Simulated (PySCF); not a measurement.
SMILES C(C)([Se]C)C (C₄H₁₀Se) at its GFN2-xTB optimised geometry (Å):

```
15

Se    -0.4305    -0.7920     0.0000
C      1.5243    -0.7920     0.0000
H      1.8930    -0.2914    -0.8912
H      1.8332    -1.8340    -0.0098
H      1.8931    -0.3081     0.9006
C     -0.7984     1.1758     0.0000
C     -0.2794     1.8298    -1.2674
C     -0.2594     1.8340     1.2569
H     -1.8931     1.1999     0.0085
H     -0.6095     2.8667    -1.3091
H      0.8086     1.8209    -1.2914
H     -0.6525     1.3129    -2.1492
H     -0.6173     1.3192     2.1463
H     -0.5905     2.8706     1.3011
H      0.8289     1.8267     1.2627
```

Method: PySCF with PBE0/def2-TZVP. Cells within 0.4 Å of a nucleus heavier than hydrogen are left out (blank, or x).

Map of the log10 of the electron density (e/bohr³), floored at −4 on the plane z = 0.0 Å:

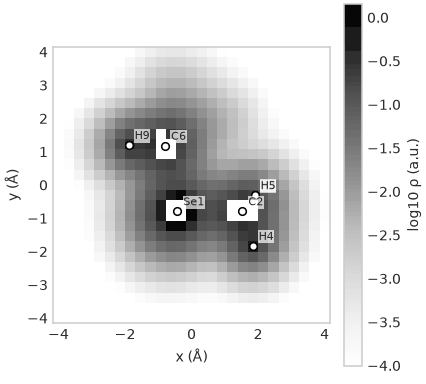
*Log10 of the electron density (e/bohr³), floored at −4 on the plane z = 0.0 Å.*
